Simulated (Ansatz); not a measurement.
# triplet BH2ClO at 6 levels

Wanted: a comparison of 6 runs (UHF/def2-SVPD, U-r2SCAN0/def2-SVPD, UB2PLYP/def2-SVPD, UHSE06/def2-SVPD, UPBE-QIDH/def2-SVPD, UPBE/def2-SVPD) of triplet BH2ClO. 

The results are computed with Ansatz 0.2.0.

64 further runs of the same task are left out: 64 set aside as unsound or not needed.

**1. The system as given**

BH2ClO: 5 atoms, total charge 0, spin state triplet. As SMILES of the parent species, `OBCl`. Geometry: relaxed at PBE0-D4/def2-TZVP. This is one conformer, not always the lowest. That shape belongs to the parent species and isn't relaxed for this state.

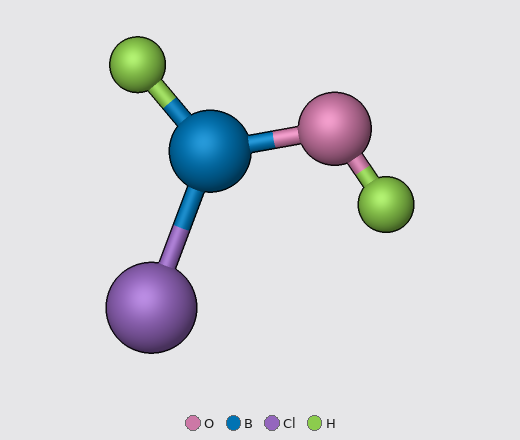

The structure, seen from a chosen angle (oxygen pink, boron blue, chlorine purple, hydrogen green).

**2. A single-point energy at UHF/def2-SVPD (run 1)**

The input, molecule.yaml:

```yaml
basis:
  gaussian:
    orbitals: def2-SVPD
crystal:
  periodic: [false, false, false]
  atoms:
    - symbol: O
      position_ang: [-0.863300, -0.618600, -0.002900]
    - symbol: B
      position_ang: [0.379000, -0.137200, 0.137900]
    - symbol: Cl
      position_ang: [0.788600, 1.496000, -0.395300]
    - symbol: H
      position_ang: [-1.477700, 0.001200, -0.409700]
    - symbol: H
      position_ang: [1.223300, -0.815100, 0.628600]
magnetization:
  spin_polarized: true
  initial_magnetization: 2
hamiltonian:
  xc: hf
accuracy: high
output:
  orbitals: {seedname: orbitals}
```

On the command line:

```
$ ansatz run molecule.yaml --threads 1 --pin off --max-ram 3480MiB --events-out events.jsonl --progress --plain --runs-dir runs
```

The program printed:

```text
Warning: RAYON_NUM_THREADS=1 ignored (pool sized by the plan → 1); use --threads N
Functional definition: HF
  name "HF"
  exchange = exact_x
  correlation = 0
1663 factors; integrals over basis functions are off by at most 3.7e-9 eV
mean field evaluation 1: about -15230.7032 eV, gradient 2.5e1 eV
mean field evaluation 2: about -15230.7722 eV, gradient 2.5e1 eV
mean field evaluation 4: about -15233.6800 eV, gradient 2.6e0 eV
mean field evaluation 8: about -15233.7844 eV, gradient 4.9e-1 eV
mean field evaluation 16: about -15233.8516 eV, gradient 1.3e-2 eV
mean field evaluation 32: about -15232.1719 eV, gradient 1.4e1 eV
mean field evaluation 64: about -15233.8035 eV, gradient 1.2e-1 eV
mean field evaluation 96: about -15233.6499 eV, gradient 7.9e-1 eV
mean field evaluation 128: about -15232.7318 eV, gradient 5.6e-2 eV
mean field evaluation 160: about -15232.8259 eV, gradient 6.4e-1 eV
mean field evaluation 192: about -15232.7742 eV, gradient 5.3e-2 eV
mean field evaluation 224: about -15233.2340 eV, gradient 4.7e0 eV
mean field evaluation 256: about -15232.7746 eV, gradient 3.0e-2 eV
mean field evaluation 288: about -15233.6816 eV, gradient 5.5e-1 eV
mean field evaluation 320: about -15233.8516 eV, gradient 1.2e-6 eV
mean field -15233.85158572 eV, -559.8337198996 hartree, gradient 5.1e-8 eV, S^2 2.016223; 4 other end points of the search recorded, 0 dependent functions left out
reference -15233.85158572 eV, -559.8337198996 hartree; 17, 15 occupied and 69, 71 virtual orbitals, 1663 factors
Total energy: -15233.85158572 eV, -559.8337198996 hartree
```

It took 11 s on 1 thread of Arm Neoverse V2, shared host; peak memory 0.31 GiB.

**3. A single-point energy at U-r2SCAN0/def2-SVPD (run 2)**

The input, in.yaml:

```yaml
crystal:
  periodic: [false, false, false]
  atoms:
    - {symbol: O, position_ang: [-0.863300, -0.618600, -0.002900]}
    - {symbol: B, position_ang: [0.379000, -0.137200, 0.137900]}
    - {symbol: Cl, position_ang: [0.788600, 1.496000, -0.395300]}
    - {symbol: H, position_ang: [-1.477700, 0.001200, -0.409700]}
    - {symbol: H, position_ang: [1.223300, -0.815100, 0.628600]}
basis:
  gaussian: {orbitals: def2-SVPD}
magnetization: {spin_polarized: true, initial_magnetization: 2}
hamiltonian: {xc: {name: r2SCAN0}}
accuracy: high
output: {orbitals: {seedname: orbitals}}
```

On the command line:

```
$ ansatz run in.yaml --threads 1 --pin off --max-ram 3480MiB --events-out events.jsonl --progress --plain --runs-dir runs
```

The program printed:

```text
Warning: RAYON_NUM_THREADS=1 ignored (pool sized by the plan → 1); use --threads N
Functional definition: r2SCAN0
  name "r2SCAN0"
  parameter a = 0.25
  parameter k0 = 0.174
  parameter k1 = 0.065
  parameter a1 = 4.9479
  exchange = (1 - a)*r2scan_x(k0 = k0, k1 = k1, a1 = a1) + a*exact_x
  correlation = r2scan_c
1663 factors; integrals over basis functions are off by at most 3.7e-9 eV
mean field evaluation 1: about -15259.3433 eV, gradient 3.8e1 eV
mean field evaluation 2: about -15222.9529 eV, gradient 8.7e1 eV
mean field evaluation 4: about -15265.5027 eV, gradient 5.4e0 eV
mean field evaluation 8: about -15265.8574 eV, gradient 1.2e0 eV
mean field evaluation 16: about -15265.8918 eV, gradient 4.3e-2 eV
mean field evaluation 32: about -15265.8919 eV, gradient 5.8e-6 eV
mean field -15265.89194457 eV, -561.0111813696 hartree, gradient 3.9e-8 eV, S^2 2.009605; 6 other end points of the search recorded, 0 dependent functions left out
reference -15265.89195260 eV, -561.0111816650 hartree; 17, 15 occupied and 69, 71 virtual orbitals, 1663 factors
Total energy: -15265.89195260 eV, -561.0111816650 hartree
```

Run time: 35 s. Hardware: 1 thread of Arm Neoverse V2, shared host; peak memory 0.42 GiB.

**4. A single-point energy at UB2PLYP/def2-SVPD (run 3)**

The input, molecule.yaml:

```yaml
crystal:
  periodic: [false, false, false]
  atoms:
    - {symbol: O, position_ang: [-0.863300, -0.618600, -0.002900]}
    - {symbol: B, position_ang: [0.379000, -0.137200, 0.137900]}
    - {symbol: Cl, position_ang: [0.788600, 1.496000, -0.395300]}
    - {symbol: H, position_ang: [-1.477700, 0.001200, -0.409700]}
    - {symbol: H, position_ang: [1.223300, -0.815100, 0.628600]}
basis:
  gaussian: {orbitals: def2-SVPD}
correlation: {frozen_orbitals: {B: 1, Cl: 5, H: 0, O: 1}}
magnetization: {spin_polarized: true, initial_magnetization: 2}
hamiltonian: {xc: {name: B2PLYP}}
accuracy: high
output: {orbitals: {seedname: orbitals}}
```

On the command line:

```
$ ansatz run molecule.yaml --threads 1 --pin off --max-ram 3480MiB --events-out events.jsonl --progress --plain --runs-dir runs
```

The program printed, cut to the lines that bear on the results:

```text
Warning: RAYON_NUM_THREADS=1 ignored (pool sized by the plan → 1); use --threads N
Functional definition: B2PLYP
  name "B2PLYP"
[...]
1663 factors; integrals over basis functions are off by at most 3.7e-9 eV
[...]
mean field -15258.12245545 eV, -560.7256579109 hartree, gradient 9.7e-8 eV, S^2 2.011289; 6 other end points of the search recorded, 0 dependent functions left out
7 core orbitals not correlated: weight in the atoms' cores, before any rotation towards them, 1.000 or more for the frozen orbitals, at most 0.000 for the correlated occupied ones
reference -15258.12247704 eV, -560.7256587043 hartree; 10, 8 occupied and 69, 71 virtual orbitals, 1663 factors
second order -14.29280404 eV of doubles, -0.00000000 eV of singles
Total energy: -15261.98153413 eV, -560.8674764366 hartree
```

It took 25 s on 1 thread of Arm Neoverse V2, shared host; peak memory 0.41 GiB.

Runs 4 to 5 aren't shown in full; the table further down has their settings and results.

**5. The energy at UPBE/def2-SVPD (run 6)**

Edit molecule.yaml of step 4 so:

```diff
@@ -10,5 +10,4 @@
   gaussian: {orbitals: def2-SVPD}
-correlation: {frozen_orbitals: {B: 1, Cl: 5, H: 0, O: 1}}
 magnetization: {spin_polarized: true, initial_magnetization: 2}
-hamiltonian: {xc: {name: B2PLYP}}
+hamiltonian: {xc: {name: PBE}}
 accuracy: high
```

On the command line:

```
$ ansatz run molecule.yaml --threads 1 --pin off --max-ram 3480MiB --events-out events.jsonl --progress --plain --runs-dir runs
```

The program printed:

```text
Warning: RAYON_NUM_THREADS=1 ignored (pool sized by the plan → 1); use --threads N
Functional definition: PBE
  name "PBE"
  parameter kappa = 0.804
  parameter beta = 0.06672455060314922
  exchange = pbe_x(kappa = kappa, mu = beta*pi^2/3)
  correlation = pbe_c(beta = beta)
1663 factors; integrals over basis functions are off by at most 3.7e-9 eV
mean field evaluation 1: about -15249.8854 eV, gradient 4.7e1 eV
mean field evaluation 2: about -15137.1727 eV, gradient 1.4e2 eV
mean field evaluation 4: about -15256.0768 eV, gradient 2.9e1 eV
mean field evaluation 8: about -15258.6729 eV, gradient 1.7e1 eV
mean field evaluation 16: about -15260.5265 eV, gradient 9.1e-2 eV
mean field evaluation 32: about -15256.5388 eV, gradient 1.2e1 eV
mean field evaluation 64: about -15259.4887 eV, gradient 3.7e0 eV
mean field -15260.52713655 eV, -560.8140283113 hartree, gradient 2.0e-8 eV, S^2 2.002751; 8 other end points of the search recorded, 0 dependent functions left out
reference -15260.52714027 eV, -560.8140284482 hartree; 17, 15 occupied and 69, 71 virtual orbitals, 1663 factors
Total energy: -15260.52714027 eV, -560.8140284482 hartree
```

It took 15 s on 1 thread of Arm Neoverse V2, shared host; peak memory 0.26 GiB.

**6. All runs side by side**

```tsv
run	level	frozen core orbitals	energy (Eh)	HOMO energy (eV)	⟨S²⟩	wall time
1	UHF/def2-SVPD	–	-559.833720	-4.99	2.016	11 s
2	U-r2SCAN0/def2-SVPD	–	-561.011182	-3.22	2.010	35 s
3	UB2PLYP/def2-SVPD	7	-560.867476	-3.77	2.011	25 s
4	UHSE06/def2-SVPD	–	-560.832896	-2.58	2.006	32 s
5	UPBE-QIDH/def2-SVPD	7	-560.695817	-4.52	2.014	31 s
6	UPBE/def2-SVPD	–	-560.814028	-1.96	2.003	15 s
```

**7. What came out**

| quantity | value |
| --- | --- |
| run 6: total energy | -560.81403 Eh |
| run 6: HOMO energy (highest over α and β) | -1.96 eV |
| run 6: ⟨S²⟩ | 2.003 |

Totals of different functionals can't be ranked against each other. All runs together took 2.5 min, the longest 35 s.
